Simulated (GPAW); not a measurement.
**Nb2NS2 MXene monolayer: simulated STM images**

Wanted: filled- and empty-state images of Nb2NS2 MXene monolayer, with its work function.

Main program and level: GPAW 26.7.0; GPAW, PAW setups; layer in a repeated cell with vacuum, relaxation of atoms and in-plane cell, in the first sound run; inputs show where later runs differ.

### 1. The starting structure

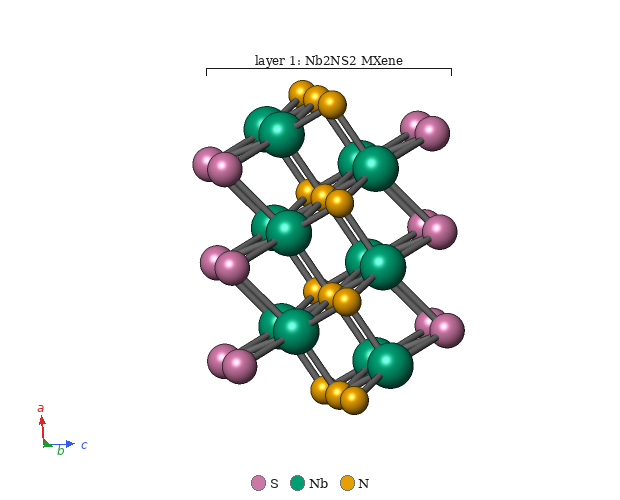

The starting structure, seen from the side, with the c axis across the page (sulfur pink, niobium teal, nitrogen orange). 3×2×1 cells are drawn. Some periodic images of atoms are drawn too.

The cell holds 5 atoms: 2 S, 2 Nb and 1 N. Cell: a = 3.079 Å, b = 3.079 Å, c = 20.019 Å, α = 90.0°, β = 90.0°, γ = 120.0°. Vacuum lies along c.

### 2. Relaxation

The atoms are relaxed first, since the surface dipole, and with it the work function, follows the positions of the outer layers.

Contents of run.py:

```python
import json
import numpy as np
from ase import Atoms
from ase.filters import FrechetCellFilter
from ase.optimize import BFGS
from gpaw import GPAW, PW

slab = Atoms(
    ['S', 'Nb', 'N', 'Nb', 'S'],
    positions=[
        [-0.00000, 1.77771, 7.00000],
        [1.53954, 0.88885, 8.79456],
        [0.00000, 0.00000, 10.00948],
        [-0.00000, 1.77771, 11.22440],
        [1.53954, 0.88885, 13.01896]],
    cell=[[3.07908, 0.0, 0.0], [-1.53954, 2.66656, 0.0], [0.0, 0.0, 20.019]],
    pbc=[True, True, True])

slab.calc = GPAW(mode=PW(600), xc='PBE', kpts={'size': (12, 12, 1), 'gamma': True},
                 occupations={'name': 'fermi-dirac', 'width': 0.05}, nbands='160%',
                 convergence={'density': 1e-05}, maxiter=200,
                 symmetry={'tolerance': 1e-3}, txt='slab.txt')
result = {}
# The in-plane cell is free; stress needs a cell that repeats along all three vectors
path = []
opt = BFGS(FrechetCellFilter(slab, mask=[1, 1, 0, 0, 0, 1]), maxstep=0.2)
opt.attach(lambda: path.append((slab.get_potential_energy(), slab.positions.tolist(), slab.get_forces().tolist())))
result['relaxed'] = bool(opt.run(fmax=0.02, steps=45))
result['path'] = path
result['cell'] = slab.cell.tolist()
print('in-plane lattice', slab.cell.cellpar().round(4)[[0, 1, 5]])
energy = slab.get_potential_energy()
fermi = slab.calc.get_fermi_level()
v = slab.calc.get_electrostatic_potential().mean((0, 1)) - fermi
n = slab.calc.get_pseudo_density().mean((0, 1))
L = slab.cell[2, 2]
z = np.arange(len(v)) * L / len(v)
low, high = slab.positions[:, 2].min(), slab.positions[:, 2].max()
below, above = np.interp([low - 4.8, high + 4.8], z, v)
slopes = [np.interp(x, z, np.gradient(v, z)) for x in (low - 4.8, high + 4.8)]
eps = np.array([[slab.calc.get_eigenvalues(k, s) for k in range(len(slab.calc.get_ibz_k_points()))]
                for s in range(slab.calc.get_number_of_spins())]) - fermi
top, bottom = eps[eps < 0].max(), eps[eps > 0].min()
dipole = slab.get_dipole_moment()[2]
print(f'energy {energy:.4f} eV, Fermi level {fermi:.4f} eV, dipole {dipole:.5f} e A')
print(f'potential 4.8 A off the faces, from the Fermi level: lower {below:.4f} eV, upper {above:.4f} eV')
print(f'slope of the potential there: lower {slopes[0]:.5f}, upper {slopes[1]:.5f} eV/A')
print(f'nearest levels on the mesh: {top:.4f} and {bottom:.4f} eV')
print('magnetic moment', round(slab.get_magnetic_moment(), 3))
result.update(energy=energy, fermi=fermi, dipole=dipole, below=below, above=above, slopes=slopes, edges=[top, bottom],
              z=z.tolist(), v=v.tolist(), n=n.tolist(), positions=slab.positions.tolist(),
              forces=slab.get_forces(apply_constraint=False).tolist(), moments=slab.get_magnetic_moments().tolist())
json.dump(result, open('result.json', 'w'))
```

Launch:

```console
> OMP_NUM_THREADS=1 OPENBLAS_NUM_THREADS=1 python run.py
```

Output:

```text
Step          Energy          fmax
BFGS:    0      -41.781708        1.458205
BFGS:    1      -41.921461        1.199291
BFGS:    2      -42.104584        1.057243
BFGS:    3      -42.151149        0.916337
BFGS:    4      -42.444029        1.104517
BFGS:    5      -42.468878        0.881877
BFGS:    6      -42.557246        0.607344
BFGS:    7      -42.586681        0.296872
BFGS:    8      -42.589579        0.029726
BFGS:    9      -42.589383        0.001138
in-plane lattice [  3.2804   3.2804 120.    ]
energy -42.5838 eV, Fermi level 0.8452 eV, dipole -0.00064 e A
potential 4.8 A off the faces, from the Fermi level: lower 5.4060 eV, upper 5.4091 eV
slope of the potential there: lower -0.00087, upper -0.00039 eV/A
nearest levels on the mesh: -0.0579 and 0.1541 eV
magnetic moment 0.0
```

Wall time 16 min (1 thread of Intel Xeon Platinum 8259CL at 2.50GHz (Skylake/Cascade Lake), shared host); peak memory 0.44 GiB.

This step gave:

```yaml
dipole_along_the_normal: -6.37e-4 e·Å
levels_nearest_the_fermi_level_on_the_mesh: -0.05790, 0.1541 eV from the Fermi level
```

The electrostatic potential energy of an electron (without an applied field's), less the Fermi level, planar mean oscillates, so the rows of the table below give means over windows of 1.67 Å about each position, cut where the curve ends. Its maxima inside the range that stand out by 2 % of the span (Å: eV): 7.9: -5.54, 9.6: -9.75, 10.4: -9.75, 12.1: -5.53. Its minima: 7.3: -17.6, 8.8: -21.9, 10.0: -14.0, 11.2: -21.9, 12.8: -17.6.

The electrostatic potential energy of an electron (without an applied field's), less the Fermi level, planar mean by z; means over each step:

| z (Å) | electrostatic potential energy of an electron (without an applied field's), less the Fermi level, planar mean (eV) |
| --- | --- |
| 0.83 | 5.41 |
| 2.50 | 5.41 |
| 4.17 | 5.40 |
| 5.84 | 3.95 |
| 7.51 | -9.93 |
| 9.18 | -15.4 |
| 10.86 | -15.4 |
| 12.52 | -9.81 |
| 14.20 | 4.05 |
| 15.86 | 5.40 |
| 17.54 | 5.41 |
| 19.20 | 5.41 |

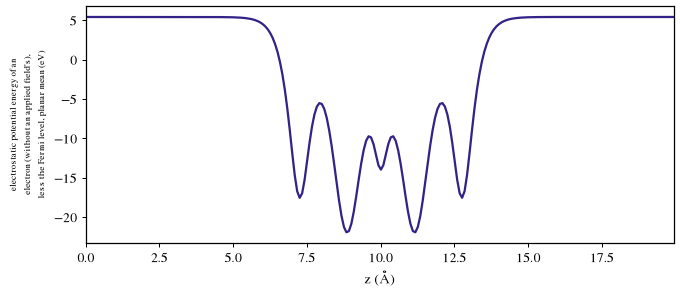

Electrostatic potential energy of an electron (without an applied field's), less the Fermi level, planar mean against z.

Table of pseudo valence density, planar mean by z:

| z (Å) | pseudo valence density, planar mean (e/Å³) |
| --- | --- |
| 4 | 8.8e-5 |
| 6 | 0.0509 |
| 8 | 0.439 |
| 10 | 0.719 |
| 12 | 0.441 |
| 14 | 0.0544 |
| 16 | 9.4e-5 |

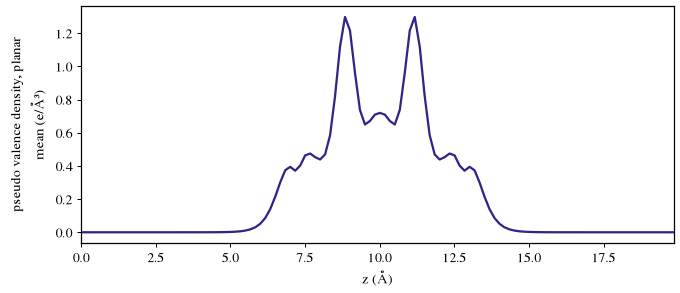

Pseudo valence density, planar mean against z.

The relaxation lowered the energy of the cell by 0.812 eV (energies extrapolated to zero smearing; the optimiser's log prints free energies). The largest force left on a free atom is 0.0011 eV/Å.

### 3. The slab's potential

The work function is the vacuum plateau of the electrostatic potential less the Fermi level; a dipole layer lets the two faces have plateaus of their own.

This step: GPAW, PAW setups; slab in vacuum (GPAW 26.7.0).

The cell differs from the one that the last finished run ended in (c 20.019 → 19.512 Å).

Contents of run.py:

```python
import json
import numpy as np
from ase import Atoms
from ase.dft.stm import STM
from gpaw import GPAW, PW

slab = Atoms(
    ['S', 'Nb', 'N', 'Nb', 'S'],
    positions=[
        [-0.00000, 1.89397, 7.00000],
        [1.64022, 0.94698, 8.61109],
        [-0.00000, -0.00000, 9.75574],
        [-0.00000, 1.89397, 10.90039],
        [1.64022, 0.94698, 12.51148]],
    cell=[[3.28045, -0.0, 0.0], [-1.64022, 2.84095, 0.0], [0.0, 0.0, 19.5115]],
    pbc=[True, True, False])

slab.calc = GPAW(mode=PW(500), xc='PBE', kpts={'size': (12, 12, 1), 'gamma': True},
                 occupations={'name': 'fermi-dirac', 'width': 0.05}, nbands='160%',
                 convergence={'density': 1e-05}, maxiter=200,
                 poissonsolver={'dipolelayer': 'xy'},
                 symmetry={'tolerance': 1e-3}, txt='slab.txt')
result = {}
energy = slab.get_potential_energy()
fermi = slab.calc.get_fermi_level()
v = slab.calc.get_electrostatic_potential().mean((0, 1)) - fermi
n = slab.calc.get_pseudo_density().mean((0, 1))
L = slab.cell[2, 2]
z = np.arange(len(v)) * L / len(v)
low, high = slab.positions[:, 2].min(), slab.positions[:, 2].max()
below, above = np.interp([low - 4.8, high + 4.8], z, v)
slopes = [np.interp(x, z, np.gradient(v, z)) for x in (low - 4.8, high + 4.8)]
eps = np.array([[slab.calc.get_eigenvalues(k, s) for k in range(len(slab.calc.get_ibz_k_points()))]
                for s in range(slab.calc.get_number_of_spins())]) - fermi
top, bottom = eps[eps < 0].max(), eps[eps > 0].min()
dipole = slab.get_dipole_moment()[2]
print(f'energy {energy:.4f} eV, Fermi level {fermi:.4f} eV, dipole {dipole:.5f} e A')
print(f'potential 4.8 A off the faces, from the Fermi level: lower {below:.4f} eV, upper {above:.4f} eV')
print(f'slope of the potential there: lower {slopes[0]:.5f}, upper {slopes[1]:.5f} eV/A')
print(f'nearest levels on the mesh: {top:.4f} and {bottom:.4f} eV')
print('magnetic moment', round(slab.get_magnetic_moment(), 3))
result.update(energy=energy, fermi=fermi, dipole=dipole, below=below, above=above, slopes=slopes, edges=[top, bottom],
              z=z.tolist(), v=v.tolist(), n=n.tolist(), positions=slab.positions.tolist(),
              forces=slab.get_forces(apply_constraint=False).tolist(), moments=slab.get_magnetic_moments().tolist())

# Images need the states of the whole zone, up to time reversal
slab.calc = slab.calc.fixed_density(symmetry={'point_group': False}, txt='states.txt', nbands='250%',
                                    convergence={'bands': 'CBM+1.3'})
stm = STM(slab)
result['stm'] = []
for bias in [-1.0, 1.0]:
    height = high + 4.0
    current = stm.get_averaged_current(bias, height)
    x, y, h = stm.scan(bias, current)
    i, f = divmod(height / L * stm.ldos.shape[2], 1)
    I = abs((1 - f) * stm.ldos[:, :, int(i)] + f * stm.ldos[:, :, int(i) + 1])
    print(f'bias {bias} V: mean current at 4.0 A {current:.4e}, corrugation {np.ptp(h):.4f} A')
    result['stm'].append(dict(bias=bias, current=current, h=(h - high).tolist(), I=I.tolist()))
json.dump(result, open('result.json', 'w'))
```

Output:

```text
energy -42.1461 eV, Fermi level 1.0093 eV, dipole -0.00030 e A
potential 4.8 A off the faces, from the Fermi level: lower 5.4055 eV, upper 5.4118 eV
slope of the potential there: lower -0.00036, upper 0.00036 eV/A
nearest levels on the mesh: -0.0585 and 0.1538 eV
magnetic moment 0.0
bias -1.0 V: mean current at 4.0 A 9.7180e-07, corrugation 0.1169 A
bias 1.0 V: mean current at 4.0 A 1.9317e-06, corrugation 0.0540 A
```

The job ended after 7.9 min (1 thread; peak memory 0.69 GiB).

Numbers from this step:

```
dipole along the normal                    : -3.00e-4 e·Å
levels nearest the Fermi level on the mesh : -0.05848, 0.1538 eV from the Fermi level
upper work function                        : 5.412 eV
lower work function                        : 5.405 eV
corrugation -1                             : 0.1169 Å
corrugation 1                              : 0.05395 Å
```

The electrostatic potential energy of an electron (without an applied field's), less the Fermi level, planar mean oscillates, so the rows of the table below give means over windows of 1.67 Å about each position, cut where the curve ends. Its maxima inside the range that stand out by 2 % of the span (Å: eV): 7.7: -5.52, 9.4: -9.76, 10.1: -9.76, 11.8: -5.52. Its minima: 7.0: -17.4, 8.6: -21.9, 9.8: -14.0, 10.9: -21.9, 12.5: -17.4.

Electrostatic potential energy of an electron (without an applied field's), less the Fermi level, planar mean against z; means over each step:

| z (Å) | electrostatic potential energy of an electron (without an applied field's), less the Fermi level, planar mean (eV) |
| --- | --- |
| 0.83 | 5.41 |
| 2.50 | 5.41 |
| 4.17 | 5.39 |
| 5.84 | 2.31 |
| 7.51 | -11.3 |
| 9.18 | -15.1 |
| 10.86 | -14.7 |
| 12.52 | -8.51 |
| 14.20 | 4.80 |
| 15.86 | 5.41 |
| 17.54 | 5.41 |
| 19.20 | 5.41 |

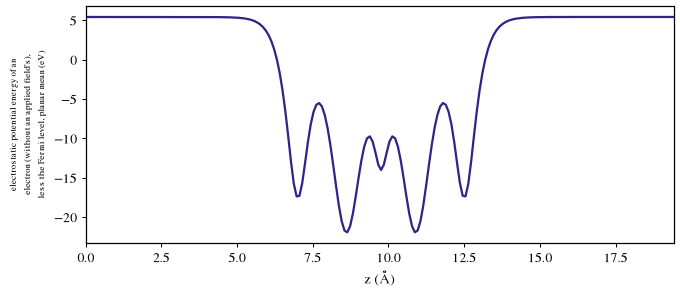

Electrostatic potential energy of an electron (without an applied field's), less the Fermi level, planar mean, plotted against z.

Table of pseudo valence density, planar mean by z:

| z (Å) | pseudo valence density, planar mean (e/Å³) |
| --- | --- |
| 3 | 9.4e-6 |
| 4 | 2.0e-4 |
| 5 | 0.00462 |
| 6 | 0.113 |
| 7 | 0.387 |
| 8 | 0.514 |
| 9 | 0.860 |
| 10 | 0.692 |
| 11 | 1.22 |
| 12 | 0.463 |
| 13 | 0.344 |
| 14 | 0.0248 |
| 15 | 1.0e-3 |
| 16 | 4.3e-5 |

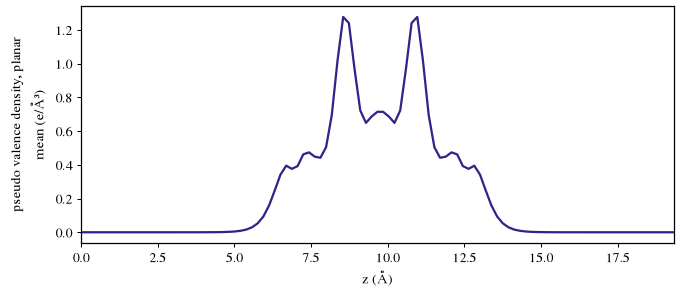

Pseudo valence density, planar mean against z.

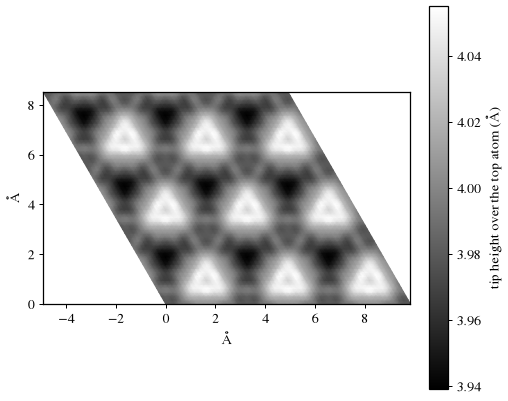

Tip height over the top atom over a1 and a2. Sample bias -1 V, constant current at the mean current 4.0 Å over the top atom. The cell is repeated, with its origin at the lower left corner.

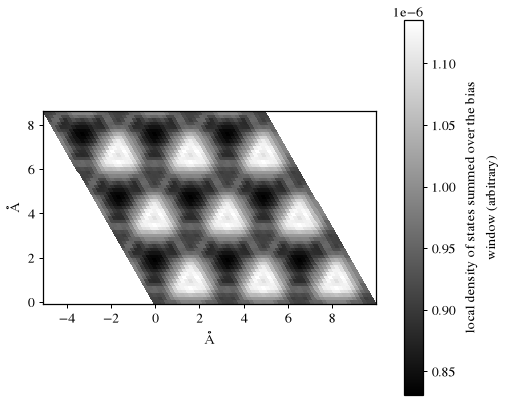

Local density of states summed over the bias window over a1 and a2. Sample bias -1 V, constant height 4.0 Å over the top atom. The cell is repeated, with its origin at the lower left corner.

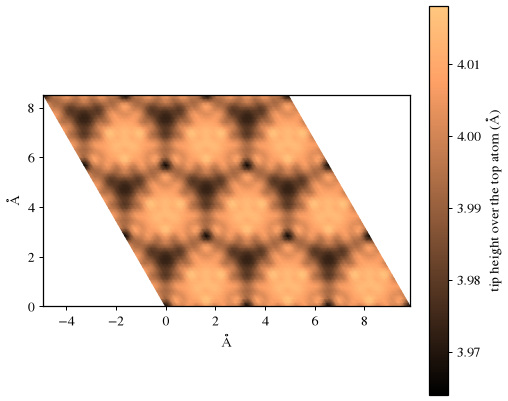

Tip height over the top atom over a1 and a2. Sample bias 1 V, constant current at the mean current 4.0 Å over the top atom. The cell is repeated, with its origin at the lower left corner.

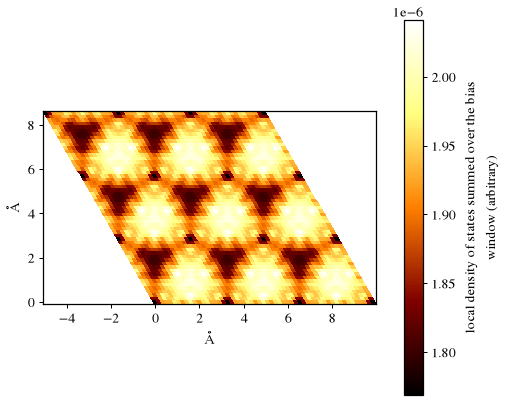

Local density of states summed over the bias window over a1 and a2. Sample bias 1 V, constant height 4.0 Å over the top atom. The cell is repeated, with its origin at the lower left corner.

The potential is flat to 3.6e-4 eV/Å where it is read, so the vacuum is wide enough.

### 4. Outcome

```json
{"work function, upper and lower face": "5.412 and 5.405 eV", "dipole along the normal": "-3.0e-4 e Å", "corrugation at -1 V": "0.117 Å", "corrugation at 1 V": "0.0540 Å as printed, 0.042 Å or less without short-wave noise"}
```

In words: At 1 V GPAW's map carries short-wave noise, which can't be real at this height: without waves under 1.5 Å it spans 0.042 Å against 0.054 Å printed. The reading below uses the filtered value, which may still be too high. The corrugation at constant current is largest at -1 V, where the tip height varies by 0.12 Å over the cell. Negative sample bias images filled states, positive bias empty ones. The images are of Tersoff-Hamann type: an s-wave tip, no tip-sample forces, heights closer than in a microscope. The starting lattice was a guess from atomic radii; the relaxation moved it by 7 %. The small printed dipole stands for a step of 5.8 meV from the lower to the upper face, and the probes find 6.3 meV; values this small are near the numerical noise of both. The cell holds an odd number of electrons, so without spin polarisation it must come out metallic and without a moment, whatever its true state. The layer's cell and atoms come from the relaxation; spin-orbit coupling and temperature are left out.

[Logs are printed without paths, hosts, clocks, repeated set-up lines and the standing remarks that a program may print on its own settings, such as how far it seeks lower states.]

[Hosts, paths, dates, database ids (printed as entryN), source tags and the programs' standing remarks are cut or masked in the printed files.]
